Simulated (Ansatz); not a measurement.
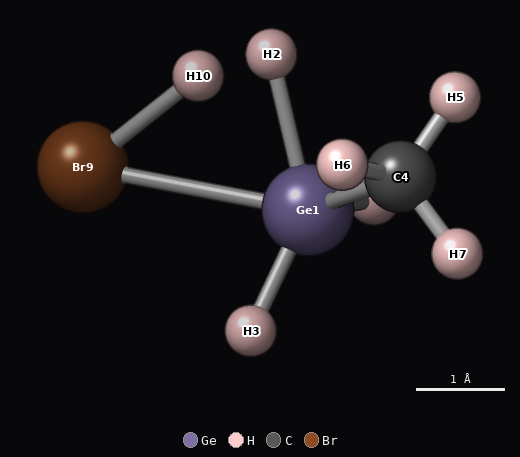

The structure as given in the input (ball-and-stick view, seen at a tilt; atoms are numbered from 1 in the order of the input). Sticks mark near contacts. Bond lengths as drawn: Br–Ge 2.80 Å, Br–H 1.81 Å, C–Ge 1.94 Å, C–H 1.11 Å and Ge–H 1.54 to 1.83 Å.

CH7BrGe: frequency calculation

The run: frequency calculation of CH7BrGe. Method and program: RKS LDA/def2-SVP (Ansatz 0.2.0).

It belongs to a series of runs on one base structure; here: vibrations at the highest image of the band. Figures and captions count atoms from 1; the log counts them from 0 in places.

## Input file
```yaml
crystal:
  periodic: [false, false, false]
  atoms:
    - { symbol: Ge, position_ang: [0.130613, -0.153623, -0.279363] }
    - { symbol: H, position_ang: [-0.696504, -0.294723, 1.343763] }
    - { symbol: H, position_ang: [1.538251, 0.059128, -0.885213] }
    - { symbol: C, position_ang: [-0.78886, 1.551461, -0.413039] }
    - { symbol: H, position_ang: [-1.858495, 1.464857, -0.13555] }
    - { symbol: H, position_ang: [-0.298657, 2.295932, 0.247804] }
    - { symbol: H, position_ang: [-0.697209, 1.908323, -1.462305] }
    - { symbol: H, position_ang: [-0.629906, -1.352707, -0.870727] }
    - { symbol: Br, position_ang: [1.686461, -1.587974, 1.558759] }
    - { symbol: H, position_ang: [0.066804, -0.792475, 1.625872] }
basis:
  gaussian: { orbitals: def2-SVP }
hamiltonian:
  xc: lda
phonons: {}
```

Run as:
```bash
ansatz run input.yaml --threads 4 --pin off --max-ram 5120MiB --backend cpu --events-out ev --progress --plain --runs-dir out
```

## The program's output
```
Engine: ansatz 0.2.0, aarch64-unknown-linux-gnu
Functional definition: SPW92
  exchange = slater_x
  correlation = pw_c
1260 factors; their error is unknown
mean field evaluation 1: about -127495.5431 eV, gradient 5.9e1 eV
mean field evaluation 2: about -127481.1208 eV, gradient 8.7e1 eV
mean field evaluation 4: about -127503.0834 eV, gradient 4.3e0 eV
mean field evaluation 8: about -127503.1222 eV, gradient 1.6e-1 eV
mean field evaluation 16: about -127503.0265 eV, gradient 1.5e-4 eV
mean field -127503.02650267 eV, -4685.6497993176 hartree, gradient 5.4e-5 eV, S^2 0.000000; 0 other end points of the search recorded, 0 dependent functions left out
the calculation of the forces begins
reference -127503.02653640 eV, -4685.6498005574 hartree; 40, 40 occupied and 73, 73 virtual orbitals, 1260 factors
these checks for a lower state are left out or cut short: stability, starts, cluster_reference, orbital_swaps, neighbouring_geometries, increment
1260 factors; their error is unknown
mean field -127503.02642385 eV, -4685.6497964211 hartree, gradient 2.8e-6 eV, S^2 0.000000; 0 other end points of the search recorded, 0 dependent functions left out
[... from here on the field's lines of each further geometry are left out, up to the last ...]
the calculation of the forces begins
reference -127503.02652484 eV, -4685.6498001324 hartree; 40, 40 occupied and 73, 73 virtual orbitals, 1260 factors
these checks for a lower state are left out or cut short: stability, starts, cluster_reference, orbital_swaps, neighbouring_geometries, increment
1260 factors; their error is unknown
mean field -127503.02648796 eV, -4685.6497987770 hartree, gradient 1.3e-6 eV, S^2 0.000000; 0 other end points of the search recorded, 0 dependent functions left out
the calculation of the forces begins
reference -127503.02652169 eV, -4685.6498000168 hartree; 40, 40 occupied and 73, 73 virtual orbitals, 1260 factors
WARN: phonons: modes at or below zero, which the zero-point energy, F, S and C_V leave out: 1, the lowest at -838.14 cm⁻¹. A minimum has none, and a first-order saddle one
Total energy: -127503.02653640 eV, -4685.6498005574 hartree
Atom 0 at     0.130613    -0.153623    -0.279363 Å, force    -0.001780     0.009261     0.001293 eV/Å
Atom 1 at    -0.696504    -0.294723     1.343763 Å, force    -0.001792    -0.000540    -0.000558 eV/Å
Atom 2 at     1.538251     0.059128    -0.885213 Å, force    -0.000276    -0.001177    -0.000705 eV/Å
Atom 3 at    -0.788860     1.551461    -0.413039 Å, force     0.001472    -0.009814    -0.002598 eV/Å
Atom 4 at    -1.858495     1.464857    -0.135550 Å, force     0.000107     0.001281     0.000878 eV/Å
Atom 5 at    -0.298657     2.295932     0.247804 Å, force     0.000806     0.001978     0.001469 eV/Å
Atom 6 at    -0.697209     1.908323    -1.462305 Å, force     0.001135     0.001456     0.000949 eV/Å
Atom 7 at    -0.629906    -1.352707    -0.870727 Å, force    -0.001121    -0.003120    -0.001299 eV/Å
Atom 8 at     1.686461    -1.587974     1.558759 Å, force     0.000449     0.001057    -0.000057 eV/Å
Atom 9 at     0.066804    -0.792475     1.625872 Å, force     0.001001    -0.000382     0.000628 eV/Å
Dipole moment:    -0.510125     0.509458    -0.405670 e Å
Vibrations: -838.14 54.52 166.71 216.11 281.44 467.50 589.81 617.19 685.88 778.86 793.34 844.35 868.41 887.55 1173.34 1262.85 1340.90 1352.87 2068.50 2130.15 2141.12 2970.23 3082.79 3106.50 cm⁻¹, zero-point energy 1.728397 eV
```

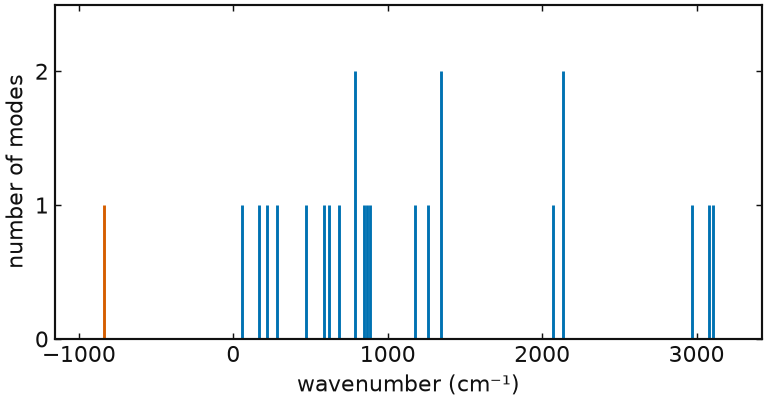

Harmonic vibrational wavenumbers from the force constants; neighbouring modes closer than 18 cm⁻¹ are counted in one stick, and imaginary ones are drawn at negative wavenumbers. 24 modes from 838i to 3106 cm⁻¹, 1 imaginary beyond 8i (838i cm⁻¹): a first-order saddle point, if the geometry is stationary.

## Summary

- outcome: converged
- total energy: −127503.0265 eV
- mean-field energy: −127503.0265 eV
- largest force (length of the vector): 0.010 eV/Å
- hardware: 4 threads of Arm Neoverse V1, 24 GiB of memory available, shared host
- wall time: 33 s (CPU time 2 min)
- peak memory: 0.17 GiB
